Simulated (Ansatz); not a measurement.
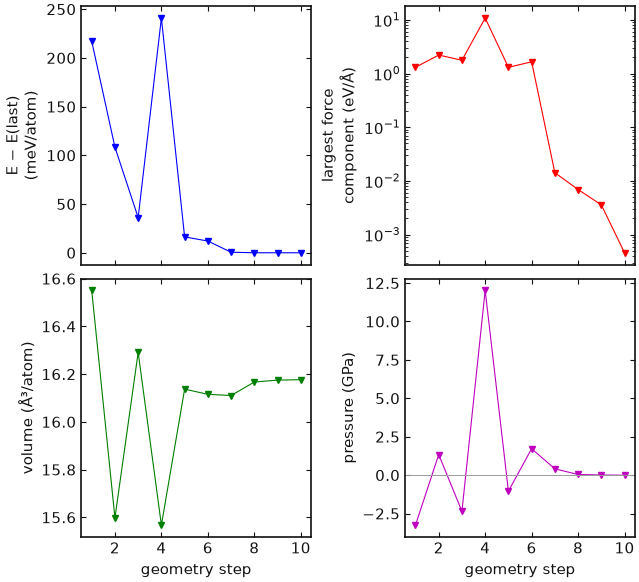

History of a geometry optimisation. Atoms and cell relax. A closing SCF on a freshly chosen basis isn't drawn.

```
crystal:
  lattice:
    - [0.0, 4.10498, 0.0]
    - [4.10498, 0.0, 0.0]
    - [2.05249, 2.05249, -4.910981]
  atoms:
    - { symbol: B, position: [0.389, 0.389, 0.222] }
    - { symbol: B, position: [0.611, 0.611, 0.778] }
    - { symbol: Ag, position: [0.75, 0.25, 0.5] }
    - { symbol: Ag, position: [0.25, 0.75, 0.5] }
    - { symbol: Sr, position: [0.0, 0.0, 0.0] }
  symmetry: { tolerance: 0.0003 }
kpoints:
  mp_grid: { grid: [5, 5, 5], shift: [0.5, 0.5, 0.5] }
magnetization:
  spin_polarized: false
scf:
  occupations: { method: cold, width: 0.2277 }
hamiltonian:
  pseudopotentials: { kind: paw }
  xc: r2scan
basis:
  ecutwfc: "36.7 Ry"
output:
  forces: true
  stress: true
  eigenvalues: true
relax:
  max_steps: 40
  cell: {}
```

Launched with:
```bash
ansatz run input.yaml --threads 1 --pin off --max-ram 2560MiB --backend cpu --events-out ev --progress --plain --runs-dir out
```

Q: How did the optimisation end?

A: The optimisation met its thresholds at geometry 10, counting the start as the first. The energy fell by about 220 meV/atom from the first step to the last. Step 4 went uphill and was rejected by the line search. The largest force component goes from about 1.3 eV/Å at the start to 5 × 10⁻⁴ eV/Å at the end, with a peak of 11 eV/Å at step 4.

Q: What happens to the cell?

A: The volume shrinks from 16.55 to 16.18 Å³ per atom (−2.3 %), overshooting to 15.57 at step 4, as the pressure goes from −3.3 GPa to about 0 GPa. The start was expanded.

Q: By which step was nine tenths of the energy gained?

A: By step 5 of 10.
